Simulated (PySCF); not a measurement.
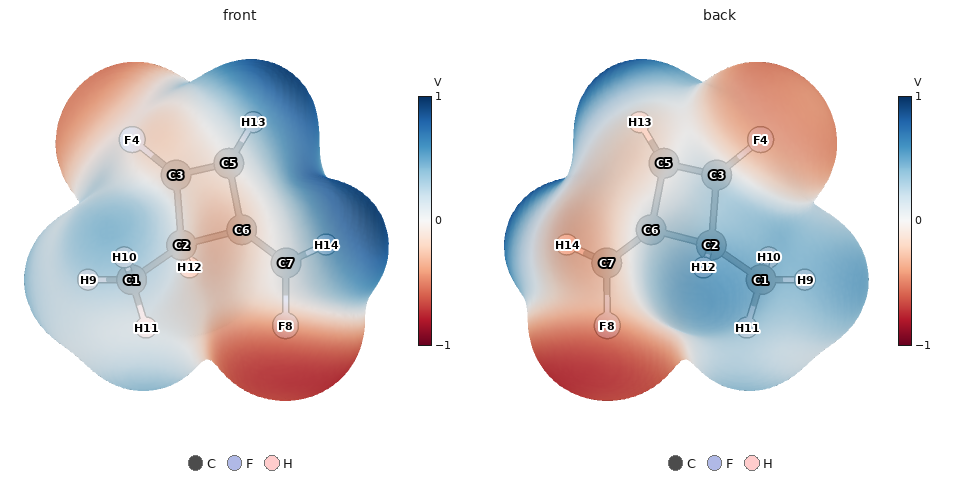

Figure 1: C6H6F2 (SMILES C[C@H]1C(F)=C/C1=C/F). The electrostatic potential painted on the density surface at 0.001 e/bohr³, seen from the front and from behind; red is negative and blue positive.

Geometry: GFN2-xTB.

These are results of PySCF 2.14.0, PBE0/pcSseg-1, SCF density, gas phase, non-relativistic, not measurements.

```
atom    x (Å)    y (Å)    z (Å)
   C  -1.5044  -0.8318  -0.1081
   C  -0.4929   0.2199  -0.5352
   C  -0.4474   1.4915   0.2789
   F  -1.3715   2.4315   0.4463
   C   0.7958   1.3152   0.7419
   C   0.9303   0.0552   0.0130
   C   1.8743  -0.8589  -0.1085
   F   1.7080  -1.9532  -0.8738
   H  -2.5102  -0.5144  -0.3737
   H  -1.4580  -0.9865   0.9677
   H  -1.2918  -1.7747  -0.6056
   H  -0.5329   0.3757  -1.6154
   H   1.4577   1.8642   1.3811
   H   2.8424  -0.8342   0.3692
```

### Where is the surface potential most negative and most positive?

The most negative region (about −0.7 V) lies over F8, the most positive (about +0.9 V) over H13 and H14.

### What dipole moment does the calculation give?

Its dipole moment is 0.69 D.
